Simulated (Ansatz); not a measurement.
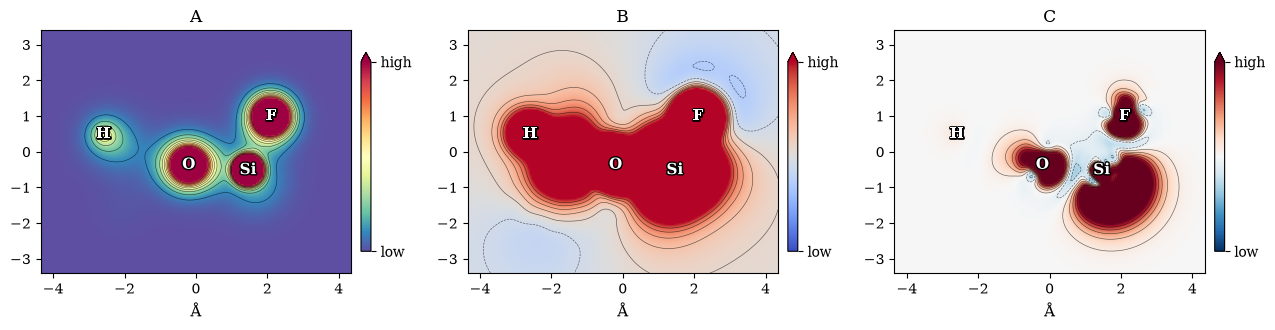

F$_{2}$H$_{3}$OSi$_{2}$ (SMILES F[SiH]O[SiH2]F) (doublet): 3 fields on the plane of atoms F1, Si4 and O3, with unlabelled colour scales.

Geometry: PBE-D3(BJ)/def2-SVP.

All numbers below come from isolated molecule in a Gaussian basis; Kohn-Sham density functional theory, functional PBE0 (Ansatz 0.2.0).

```yaml
atoms:
  - { symbol: F, position_ang: [-2.2903, 1.3077, 0.0174] }
  - { symbol: F, position_ang: [2.4859, 0.3922, 1.7453] }
  - { symbol: O, position_ang: [0.0466, 0.1610, 0.6633] }
  - { symbol: Si, position_ang: [-0.7445, 1.0827, -0.4866] }
  - { symbol: Si, position_ang: [0.9009, 0.2180, 2.0930] }
  - { symbol: H, position_ang: [-0.7993, 0.2491, -1.7494] }
  - { symbol: H, position_ang: [0.4831, 1.4025, 2.9065] }
  - { symbol: H, position_ang: [0.7164, -1.0894, 2.7885] }
```

### The panels show electron density, electrostatic potential and spin density in some order. Assign them.

Panel A: electron density. Panel B: electrostatic potential (strongly positive close to the atoms, with negative regions outside electron-rich atoms). Panel C: spin density (confined to the atoms that carry the unpaired spin). From the grid: Si–F (1.64 Å): the density is about 1.1 e/Å³ at the midpoint. Si–O (1.67 Å): ρ is about 1.1 e/Å³ halfway.
